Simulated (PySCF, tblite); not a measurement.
**C₈H₁₁BS: infrared bands, NMR shifts and electronic excitations in gas and solvents**

Aim: compute the infrared bands, NMR shifts and electronic excitations of C₈H₁₁BS (`B1CCC[C@@H]1c1cccs1`), and see what a dielectric continuum does where one was used.

The runs use tblite 0.8.0 and PySCF 2.14.0, with density-fitted response routines of our own; the level of theory stands in each step. All values are computed, except where a source is named. Atoms are numbered from 0 throughout.

### Step 1. The molecule as given

21 atoms, charge 0, multiplicity 1; geometry from: force field or distance geometry start.

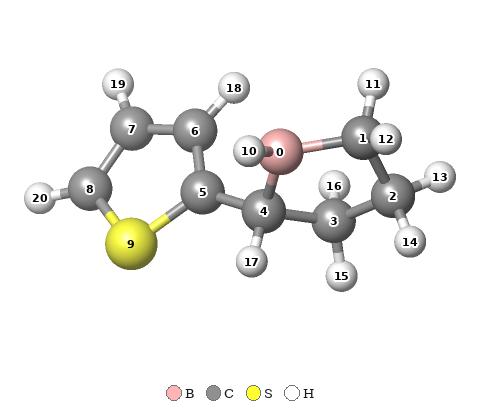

As it starts; boron pink, carbon grey, sulfur yellow, hydrogen white, atoms numbered.

### Step 2. Geometry optimisation with GFN2-xTB

Job settings and geometry (Å):

```
{"job": {"kind": "relax", "xc": "GFN2-xTB", "basis": "xTB"}, "charge": 0, "multiplicity": 1}
B     -0.924700     1.104600     0.882000
C     -2.326800     0.370200     0.963500
C     -2.488600    -0.273300    -0.399700
C     -1.101500    -0.452300    -1.007300
C     -0.234700     0.684900    -0.463600
C      1.197100     0.285200    -0.274300
C      1.687000    -0.674000     0.607100
C      3.080500    -0.840200     0.543300
C      3.692500    -0.028400    -0.398200
S      2.496600     0.906500    -1.136000
H     -0.830700     2.217400     1.267300
H     -2.270000    -0.419900     1.761300
H     -3.149700     1.079000     1.206700
H     -3.032200    -1.240000    -0.332200
H     -3.087000     0.424500    -1.053200
H     -1.141700    -0.448900    -2.097400
H     -0.704600    -1.443500    -0.664900
H     -0.292400     1.544000    -1.169900
H      1.055900    -1.240200     1.290500
H      3.622900    -1.548200     1.159900
H      4.743200     0.009600    -0.613000
```

The run is started by

```bash
$ OMP_NUM_THREADS=1 python probes_run.py task.json out
```

The driver reads the jobs from task.json and runs them one after another.

What it wrote:

```text
step      E/eV     max force
  0    -739.40894    2.519
  1    -739.66251    1.342
  2    -739.73876    0.894
  3    -739.79527    0.567
  4    -739.82563    0.495
  5    -739.84222    0.326
  6    -739.85524    0.284
  7    -739.87035    0.334
  8    -739.88487    0.322
  9    -739.89603    0.253
 10    -739.90460    0.226
 11    -739.91181    0.190
 12    -739.91841    0.215
 13    -739.92429    0.161
 14    -739.92852    0.133
 15    -739.93129    0.131
 16    -739.93333    0.109
 17    -739.93508    0.091
 18    -739.93665    0.110
 19    -739.93796    0.116
 20    -739.93909    0.103
 21    -739.94019    0.070
 22    -739.94124    0.093
 23    -739.94215    0.085
 24    -739.94293    0.081
 25    -739.94382    0.086
 26    -739.94503    0.091
 27    -739.94654    0.113
 28    -739.94798    0.107
 29    -739.94905    0.100
 30    -739.94986    0.078
 31    -739.95060    0.078
 32    -739.95132    0.076
 33    -739.95193    0.045
 34    -739.95240    0.047
 35    -739.95283    0.052
 36    -739.95328    0.060
 37    -739.95371    0.051
 38    -739.95407    0.046
 39    -739.95437    0.044
 40    -739.95466    0.046
 41    -739.95500    0.051
 42    -739.95540    0.047
 43    -739.95583    0.049
 44    -739.95632    0.058
 45    -739.95697    0.080
 46    -739.95786    0.082
 47    -739.95885    0.071
 48    -739.95969    0.084
 49    -739.96036    0.066
 50    -739.96091    0.051
 51    -739.96143    0.048
 52    -739.96191    0.051
 53    -739.96230    0.051
 54    -739.96260    0.037
 55    -739.96286    0.034
 56    -739.96307    0.033
 57    -739.96322    0.028
 58    -739.96333    0.026
 59    -739.96344    0.023
 60    -739.96356    0.022
 61    -739.96367    0.022
 62    -739.96377    0.022
 63    -739.96389    0.031
 64    -739.96402    0.030
 65    -739.96417    0.023
 66    -739.96434    0.025
 67    -739.96456    0.030
 68    -739.96486    0.045
 69    -739.96526    0.045
 70    -739.96574    0.051
 71    -739.96622    0.052
 72    -739.96670    0.056
 73    -739.96722    0.067
 74    -739.96777    0.054
 75    -739.96819    0.040
 76    -739.96850    0.034
 77    -739.96871    0.034
 78    -739.96886    0.025
 79    -739.96895    0.019
 80    -739.96901    0.020
 81    -739.96908    0.018
 82    -739.96915    0.017
 83    -739.96920    0.013
 84    -739.96923    0.010
 85    -739.96925    0.010
```

It took 0.59 s on 1 thread of Arm Neoverse V2, shared host; peak memory 0.18 GiB.

Relaxation path: (not every step is listed)

| step | energy from step 0 (eV) | largest force (eV/Å) |
| --- | --- | --- |
| 0 | 0.0000 | 2.5190 |
| 1 | -0.2536 | 1.3422 |
| 2 | -0.3298 | 0.8940 |
| 3 | -0.3863 | 0.5666 |
| 4 | -0.4167 | 0.4951 |
| 5 | -0.4333 | 0.3255 |
| 6 | -0.4463 | 0.2841 |
| 7 | -0.4614 | 0.3339 |
| 8 | -0.4759 | 0.3224 |
| 15 | -0.5223 | 0.1312 |
| 22 | -0.5323 | 0.0935 |
| 29 | -0.5401 | 0.0996 |
| 36 | -0.5443 | 0.0595 |
| 43 | -0.5469 | 0.0493 |
| 50 | -0.5520 | 0.0508 |
| 57 | -0.5543 | 0.0282 |
| 64 | -0.5551 | 0.0295 |
| 71 | -0.5573 | 0.0516 |
| 78 | -0.5599 | 0.0254 |
| 80 | -0.5601 | 0.0203 |
| 81 | -0.5601 | 0.0184 |
| 82 | -0.5602 | 0.0167 |
| 83 | -0.5603 | 0.0131 |
| 84 | -0.5603 | 0.0104 |
| 85 | -0.5603 | 0.0099 |

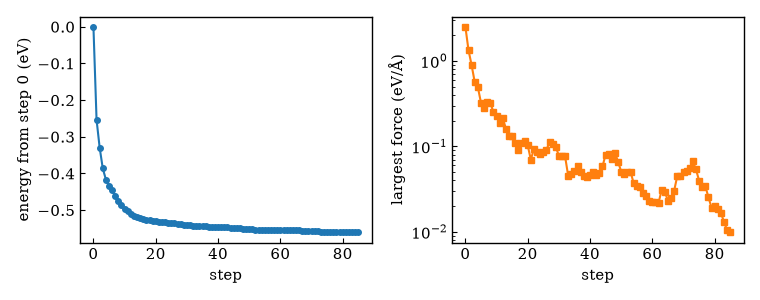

Energy and force, step by step.

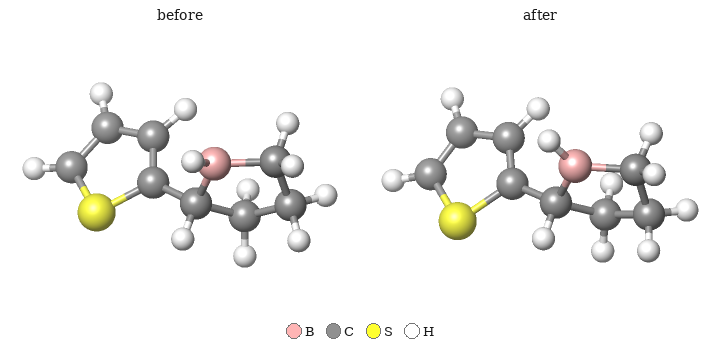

Before and after, at one scale.

Distances of close pairs at the start and the end, largest changes first:

| bond | before (Å) | after (Å) | change (Å) |
| --- | --- | --- | --- |
| C5–S9 | 1.678 | 1.736 | +0.057 |
| C2–H14 | 1.128 | 1.092 | -0.036 |
| C8–S9 | 1.688 | 1.721 | +0.033 |
| C5–C6 | 1.392 | 1.361 | -0.030 |
| C7–C8 | 1.386 | 1.356 | -0.030 |
| C3–H16 | 1.121 | 1.092 | -0.030 |
| C1–H11 | 1.124 | 1.095 | -0.029 |
| C1–H12 | 1.113 | 1.090 | -0.023 |

The final coordinates are the input of the step that follows.

### Step 3. Infrared spectrum with GFN2-xTB

Job settings and geometry (Å):

```
{"job": {"kind": "ir", "xc": "GFN2-xTB", "basis": "xTB"}, "charge": 0, "multiplicity": 1}
B     -0.993313     1.099115     0.917535
C     -2.424458     0.454615     0.872724
C     -2.539198    -0.175541    -0.525737
C     -1.110866    -0.561745    -0.907494
C     -0.231687     0.597707    -0.379880
C      1.201863     0.227918    -0.235319
C      1.758207    -0.638228     0.655418
C      3.158366    -0.767675     0.512865
C      3.655764     0.005135    -0.483505
S      2.418388     0.902054    -1.273961
H     -0.554506     1.798695     1.740687
H     -2.462090    -0.335612     1.629754
H     -3.264889     1.112281     1.095760
H     -3.214710    -1.031021    -0.550652
H     -2.914689     0.570755    -1.228915
H     -0.992696    -0.715509    -1.980128
H     -0.826016    -1.484358    -0.398436
H     -0.294729     1.417320    -1.108828
H      1.184664    -1.164132     1.398408
H      3.765952    -1.405664     1.130039
H      4.671724     0.110832    -0.808253
```

What it wrote:

```text
mode    cm-1     km/mol
  1      24.5      0.13
  2      68.7      0.18
  3     107.8      0.20
  4     196.5      2.50
  5     221.6      0.46
  6     286.2      0.52
  7     294.6      0.60
  8     447.0      0.31
  9     478.1      0.64
 10     508.4      0.49
 11     559.2      0.51
 12     591.8      3.08
 13     620.1     17.33
 14     728.9      3.44
 15     735.5      8.59
 16     740.3     20.03
 17     794.2     91.34
 18     812.9      6.45
 19     829.3      8.63
 20     846.7      0.28
 21     847.9     16.10
 22     878.1      6.60
 23     889.0      7.91
 24     938.7      4.34
 25     970.1      2.32
 26    1010.0     19.03
 27    1055.3      5.40
 28    1071.4     30.55
 29    1077.2      0.62
 30    1093.7     34.89
 31    1099.2     19.55
 32    1112.2     36.40
 33    1166.4     12.31
 34    1186.4     26.19
 35    1198.7      2.98
 36    1227.8     44.12
 37    1261.5     28.59
 38    1266.4      7.14
 39    1311.0     19.77
 40    1319.4      0.85
 41    1345.7      7.32
 42    1447.2     18.22
 43    1476.2     27.60
 44    1492.6      0.51
 45    1503.2      0.06
 46    1570.0      3.39
 47    2683.3    116.04
 48    2892.5     14.96
 49    2937.3     14.17
 50    2969.5      8.29
 51    2984.2     82.75
 52    2990.6     23.20
 53    2997.2     79.90
 54    2999.7     49.02
 55    3117.8     20.07
 56    3127.5     34.91
 57    3162.2     12.01
```

Run time: 0.77 s. Hardware: 1 thread of Arm Neoverse V2, shared host; peak memory 0.18 GiB.

Which atoms move in the most intense modes:

| cm⁻¹ | km/mol | atoms |
| --- | --- | --- |
| 794 | 91.3 | C4 17 %, B0 17 %, H10 11 % |
| 1112 | 36.4 | B0 20 %, H18 15 %, C5 14 %, H19 11 % |
| 1228 | 44.1 | C4 19 %, H16 18 %, H17 15 %, H15 15 % |
| 2683 | 116.0 | H10 92 % |
| 2984 | 82.8 | H16 51 %, H14 24 %, H15 11 % |
| 2997 | 79.9 | H12 48 %, H15 31 %, H16 13 % |
| 3000 | 49.0 | H12 26 %, H15 26 %, H13 26 % |
| 3128 | 34.9 | H19 50 %, H18 40 % |

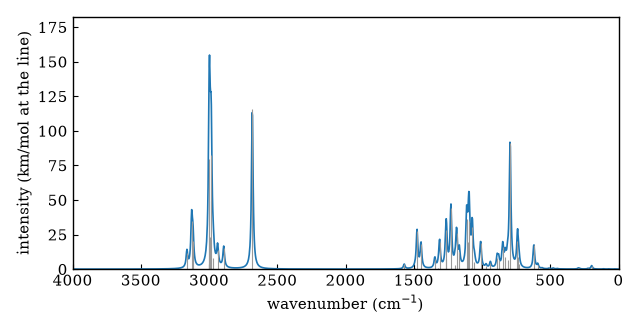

The infrared spectrum from these modes, unscaled. Lines are broadened to a width of 14 cm⁻¹ (Lorentzian).

### Step 4. Optimising the geometry at PBE0-D3(BJ)/def2-SVP

Job settings and geometry (Å):

```
{"job": {"xc": "PBE0", "basis": "def2-SVP", "d3": "d3bj", "grid": 1, "shake": 0.01, "kind": "geom"}, "charge": 0, "multiplicity": 1}
B     -0.972900     1.073560     0.921720
C     -2.430140     0.450090     0.870570
C     -2.559400    -0.177860    -0.534390
C     -1.077640    -0.559490    -0.911020
C     -0.234500     0.591030    -0.390430
C      1.197950     0.232740    -0.237700
C      1.767780    -0.640230     0.655660
C      3.173820    -0.762220     0.507810
C      3.653940     0.010540    -0.464150
S      2.415690     0.899620    -1.263940
H     -0.563370     1.795780     1.749510
H     -2.456290    -0.334700     1.636460
H     -3.293170     1.122490     1.086160
H     -3.231400    -1.028260    -0.543650
H     -2.919140     0.559990    -1.228650
H     -0.993220    -0.701450    -1.972650
H     -0.824080    -1.473240    -0.400490
H     -0.303990     1.423160    -1.103000
H      1.182520    -1.171960     1.400700
H      3.741010    -1.398760     1.134950
H      4.655340     0.111450    -0.817890
```

What it wrote:

```text
step   0  E = -733.59943812  max force = 0.042905
step   1  E = -733.60858815  max force = 0.005142
step   2  E = -733.60888856  max force = 0.001718
step   3  E = -733.60881252  max force = 0.003504
step   4  E = -733.60896667  max force = 0.001042
step   5  E = -733.60898844  max force = 0.000793
step   6  E = -733.60902076  max force = 0.000518
step   7  E = -733.60905882  max force = 0.000331
step   8  E = -733.60908709  max force = 0.000544
step   9  E = -733.60911450  max force = 0.000883
step  10  E = -733.60916299  max force = 0.000888
step  11  E = -733.60930700  max force = 0.001502
step  12  E = -733.60952213  max force = 0.002470
step  13  E = -733.60960131  max force = 0.003762
step  14  E = -733.60951627  max force = 0.004374
step  15  E = -733.60979532  max force = 0.002114
step  16  E = -733.60989920  max force = 0.000861
step  17  E = -733.60994484  max force = 0.000610
step  18  E = -733.60998558  max force = 0.000606
step  19  E = -733.60999771  max force = 0.000470
step  20  E = -733.61000646  max force = 0.000239
optimisation converged
```

Wall time 6.5 min (1 thread of Arm Neoverse V2, shared host); peak memory 1.1 GiB.

Relaxation path: (the energy doesn't fall at every step)

| step | energy from step 0 (eV) | largest force component (eV/Å) |
| --- | --- | --- |
| 0 | 0.0000 | 2.2063 |
| 1 | -0.2490 | 0.2644 |
| 2 | -0.2572 | 0.0883 |
| 3 | -0.2551 | 0.1802 |
| 4 | -0.2593 | 0.0536 |
| 5 | -0.2599 | 0.0408 |
| 6 | -0.2608 | 0.0266 |
| 7 | -0.2618 | 0.0170 |
| 8 | -0.2626 | 0.0280 |
| 9 | -0.2633 | 0.0454 |
| 10 | -0.2646 | 0.0457 |
| 11 | -0.2685 | 0.0772 |
| 12 | -0.2744 | 0.1270 |
| 13 | -0.2766 | 0.1934 |
| 14 | -0.2742 | 0.2249 |
| 15 | -0.2818 | 0.1087 |
| 16 | -0.2847 | 0.0443 |
| 17 | -0.2859 | 0.0314 |
| 18 | -0.2870 | 0.0312 |
| 19 | -0.2873 | 0.0242 |
| 20 | -0.2876 | 0.0123 |

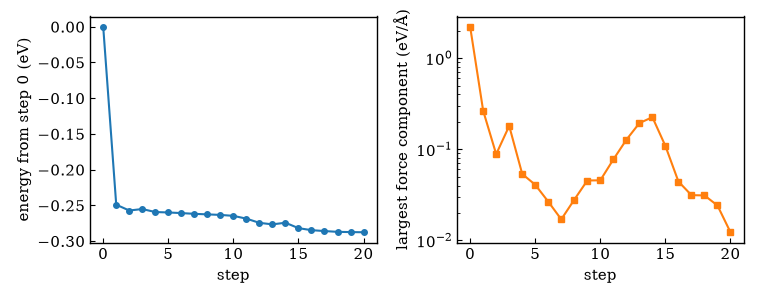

Energy and largest force along the relaxation.

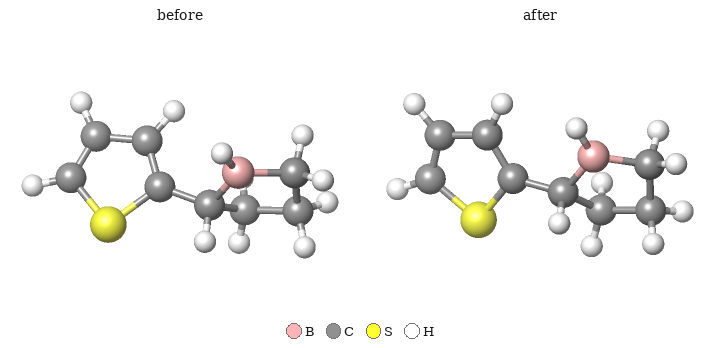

The geometry before (left) and after (right).

Close pairs (by a distance rule), those that changed most:

| bond | before (Å) | after (Å) | change (Å) |
| --- | --- | --- | --- |
| C2–C3 | 1.576 | 1.529 | -0.047 |
| C7–C8 | 1.331 | 1.369 | +0.038 |
| B0–H10 | 1.172 | 1.209 | +0.036 |
| C7–H19 | 1.058 | 1.091 | +0.033 |
| C2–H14 | 1.075 | 1.104 | +0.029 |
| C3–H15 | 1.074 | 1.102 | +0.028 |
| C3–H16 | 1.077 | 1.104 | +0.027 |
| C3–C4 | 1.518 | 1.543 | +0.025 |

The next job starts from the end point, and lists it.

| at the end point | value |
| --- | --- |
| point group (found at 0.08 Å tolerance) | C1 |
| rotational constants (GHz, main isotopes) | 2.978, 0.687, 0.584 |
| dipole moment (D) | 0.78 |

### Step 5. Nuclear shieldings: PBE0/pcSseg-1

Job settings and geometry (Å):

```
{"job": {"kind": "nmr", "xc": "PBE0", "basis": "pcSseg-1"}, "charge": 0, "multiplicity": 1}
B     -1.031014     0.897201     1.161912
C     -2.517902     0.453077     0.966409
C     -2.642678     0.136058    -0.530745
C     -1.248632    -0.326682    -0.954812
C     -0.273786     0.583445    -0.178486
C      1.164199     0.192420    -0.173161
C      2.004075    -0.029909     0.891374
C      3.322797    -0.402919     0.504685
C      3.472834    -0.466111    -0.854415
S      2.011260    -0.069983    -1.664663
H     -0.550421     1.399738     2.150696
H     -2.555389    -0.492152     1.554239
H     -3.308890     1.089057     1.391916
H     -3.424155    -0.602912    -0.767142
H     -2.906054     1.057970    -1.078351
H     -1.096076    -0.297175    -2.045765
H     -1.079620    -1.371229    -0.639707
H     -0.366597     1.603540    -0.633690
H      1.678850     0.077719     1.926994
H      4.128267    -0.620378     1.207591
H      4.363573    -0.729958    -1.423019
```

Method: GIAO PBE0/pcSseg-1 NMR shielding, non-relativistic, gas phase.

What it wrote:

```text
coarse grid: 18224 points
cycle   1  E = -733.7661268071  dE =  1.521e+00  |g| = 4.582e-01  |ddm| = 4.420e+00
cycle   2  E = -733.7388453062  dE =  2.728e-02  |g| = 5.654e-01  |ddm| = 1.063e+00
cycle   3  E = -733.8226678936  dE = -8.382e-02  |g| = 9.059e-02  |ddm| = 6.841e-01
cycle   4  E = -733.8245681537  dE = -1.900e-03  |g| = 4.590e-02  |ddm| = 1.702e-01
cycle   5  E = -733.8251223476  dE = -5.542e-04  |g| = 9.578e-03  |ddm| = 5.509e-02
cycle   6  E = -733.8251437525  dE = -2.140e-05  |g| = 2.637e-03  |ddm| = 1.300e-02
cycle   7  E = -733.8251452571  dE = -1.505e-06  |g| = 4.298e-04  |ddm| = 2.940e-03
final grid: 171712 points
cycle   8  E = -733.8870835151  dE = -4.204e-05  |g| = 1.036e-02  |ddm| = 4.542e-02
cycle   9  E = -733.8870556259  dE =  2.789e-05  |g| = 1.444e-02  |ddm| = 2.630e-02
cycle  10  E = -733.8871114896  dE = -5.586e-05  |g| = 1.627e-03  |ddm| = 1.781e-02
cycle  11  E = -733.8871122274  dE = -7.378e-07  |g| = 4.204e-04  |ddm| = 2.357e-03
cycle  12  E = -733.8871122698  dE = -4.232e-08  |g| = 1.062e-04  |ddm| = 4.816e-04
cycle  13  E = -733.8871122719  dE = -2.179e-09  |g| = 6.072e-05  |ddm| = 1.913e-04
cycle  14  E = -733.8871122728  dE = -9.109e-10  |g| = 1.775e-05  |ddm| = 7.607e-05
converged SCF energy = -733.8871122728

GIAO shielding tensors (ppm)
atom      isotropic    diamagn.    paramagn.     s11        s22        s33       span
  0 B       12.744     190.039    -177.295    -54.376    -17.926    110.534    164.910
  1 C      149.713     257.280    -107.567    133.050    148.572    167.519     34.469
  2 C      155.752     247.944     -92.192    132.299    161.814    173.143     40.845
  3 C      145.223     247.929    -102.706    114.742    151.997    168.931     54.189
  4 C      133.176     248.858    -115.682    106.993    138.863    153.673     46.680
  5 C       30.498     258.186    -227.688    -46.971     16.893    121.572    168.543
  6 C       54.751     249.601    -194.849    -23.432     46.885    140.801    164.232
  7 C       53.696     254.808    -201.112    -29.235     42.512    147.811    177.046
  8 C       51.982     265.423    -213.441    -41.895     56.656    141.185    183.080
  9 S      267.607    1057.633    -790.026    121.405    280.985    400.430    279.024
 10 H       23.203      30.116      -6.913     18.557     24.326     26.725      8.168
 11 H       30.537      30.564      -0.027     25.841     28.450     37.321     11.480
 12 H       29.137      28.910       0.227     24.501     27.565     35.345     10.844
 13 H       29.172      28.720       0.452     24.102     27.287     36.127     12.025
 14 H       29.769      29.765       0.004     24.806     28.356     36.146     11.340
 15 H       28.854      30.938      -2.084     22.956     29.544     34.062     11.107
 16 H       29.783      31.953      -2.170     25.324     30.557     33.468      8.143
 17 H       29.100      30.497      -1.397     23.862     30.367     33.071      9.209
 18 H       24.137      32.482      -8.346     20.414     24.284     27.713      7.299
 19 H       24.330      29.074      -4.744     21.230     24.378     27.383      6.153
 20 H       24.190      30.024      -5.834     21.281     24.253     27.037      5.755
```

Wall time 42 s (1 thread of Arm Neoverse V2, shared host); peak memory 1.2 GiB.

Shifts follow as δ = σ(reference) − σ, with reference shieldings (ppm) from runs at the same level and on the same kind of geometry: 1H TMS 31.27, 13C TMS 184.4, 11B BF3·OEt2 100.7, 33S CS2 496. The references are single molecules in the gas phase.

| atoms | environment | σ (ppm) | δ (ppm) | δ scaled to CDCl3 |
| --- | --- | --- | --- | --- |
| C5 | substituted aromatic carbon next to the ring sulfur | 30.5 | 153.9 | 145.4 |
| C8 | aromatic CH next to the ring sulfur | 52.0 | 132.4 | 124.5 |
| C7 | aromatic CH | 53.7 | 130.7 | 126.4 |
| C6 | aromatic CH | 54.8 | 129.7 | 125.4 |
| C4 | sp3 CH bonded to B, on an aromatic ring | 133.2 | 51.2 | 49.2 |
| C3 | sp3 CH2 in a ring | 145.2 | 39.2 | 37.5 |
| C1 | sp3 CH2 bonded to B | 149.7 | 34.7 | 33.2 |
| C2 | sp3 CH2 in a ring | 155.8 | 28.7 | 27.3 |
| H10 | hydrogen on a boron bonded to 2 C, in a 5-membered ring | 23.20 | 8.06 | – |
| H18 | hydrogen on an aromatic CH | 24.14 | 7.13 | 6.97 |
| H20 | hydrogen on an aromatic CH next to the ring sulfur | 24.19 | 7.08 | 6.92 |
| H19 | hydrogen on an aromatic CH | 24.33 | 6.94 | 6.79 |
| H15 | hydrogen on an sp3 CH2 in a ring | 28.85 | 2.41 | 2.50 |
| H17 | hydrogen on an sp3 CH bonded to B, on an aromatic ring | 29.10 | 2.17 | 2.27 |
| H12 | hydrogen on an sp3 CH2 bonded to B | 29.14 | 2.13 | 2.23 |
| H13 | hydrogen on an sp3 CH2 in a ring | 29.17 | 2.09 | 2.20 |
| H14 | hydrogen on an sp3 CH2 in a ring | 29.77 | 1.50 | 1.64 |
| H16 | hydrogen on an sp3 CH2 in a ring | 29.78 | 1.48 | 1.62 |
| H11 | hydrogen on an sp3 CH2 bonded to B | 30.54 | 0.73 | 0.91 |
| B0 | boron bonded to 2 C, H, in a 5-membered ring | 12.7 | 88.0 | – |
| S9 | aromatic ring sulfur | 268 | 228 | – |

The scaled column applies a straight-line fit of computed shieldings to shifts measured in CDCl3, with any fitted terms for Cl, Br or S neighbours (root-mean-square error 0.21 ppm for H, 2.0 ppm for C).

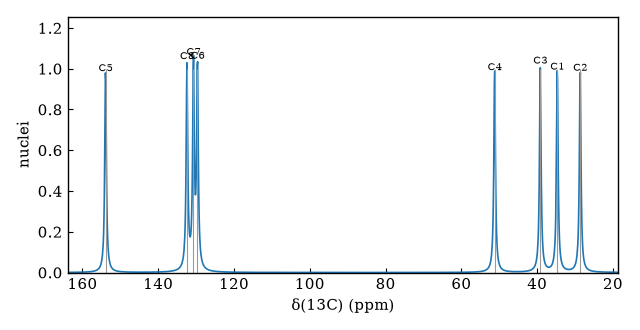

13C lines at the computed shifts, without couplings. Lines are broadened to a width of 0.50 ppm (Lorentzian).

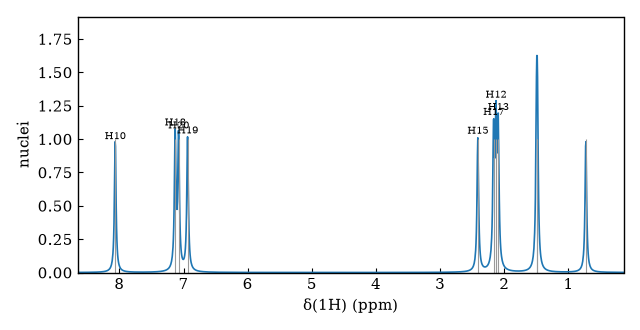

1H lines at the computed shifts, without couplings. Lines are broadened to a width of 0.03 ppm (Lorentzian).

Charges from the same density, by scheme (e):

| atoms | Mulliken | IAO | Hirshfeld | ESP fit |
| --- | --- | --- | --- | --- |
| B0 | 0.44 | 0.19 | 0.17 | 0.19 |
| C1 | -0.49 | -0.41 | -0.14 | -0.27 |
| C2 | -0.20 | -0.25 | -0.07 | -0.04 |
| C3 | -0.17 | -0.25 | -0.07 | -0.20 |
| C4 | -0.42 | -0.25 | -0.10 | 0.39 |
| C5 | -0.35 | -0.14 | -0.02 | -0.38 |
| C6 | -0.04 | -0.19 | -0.08 | -0.03 |
| C7 | -0.05 | -0.18 | -0.08 | -0.30 |
| C8 | -0.28 | -0.33 | -0.09 | -0.14 |
| S9 | 0.28 | 0.32 | 0.09 | 0.02 |

ESP fit charges:

B0 0.19; C1 -0.27; C2 -0.04; C3 -0.20; C4 0.39; C5 -0.38; C6 -0.03; C7 -0.30; C8 -0.14; S9 0.02; H10 -0.13; H11 0.10; H12 0.07; H13 0.03; H14 0.04; H15 0.05; H16 0.08; H17 0.02; H18 0.14; H19 0.19; H20 0.18

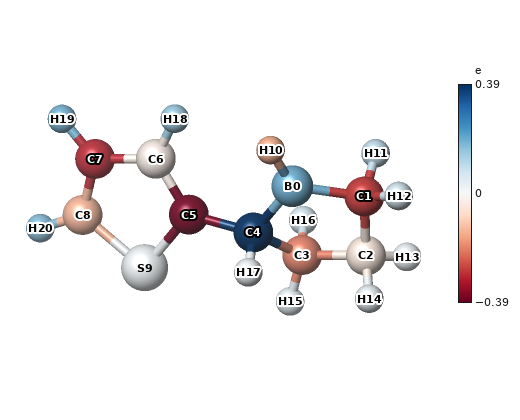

ESP fit charges, as colours on the atoms.

Mayer bond orders: B0–C1 0.98, C1–C2 1.05, C2–C3 1.03, C3–C4 1.03, C4–C5 1.02, C5–C6 1.59, C6–C7 1.26, C7–C8 1.58, C8–S9 1.16, C4–B0 0.94, S9–C5 1.17.

Ring of atoms B0, C1, C2, C3, C4: NICS(0) -0.8, NICS(1) -3.4, NICS(1)zz -2.1 ppm (means of both faces).

Ring of atoms C5, C6, C7, C8, S9: NICS(0) -12.2, NICS(1) -10.9, NICS(1)zz -25.2 ppm (means of both faces).

(Part 1 of 2 ends here.)
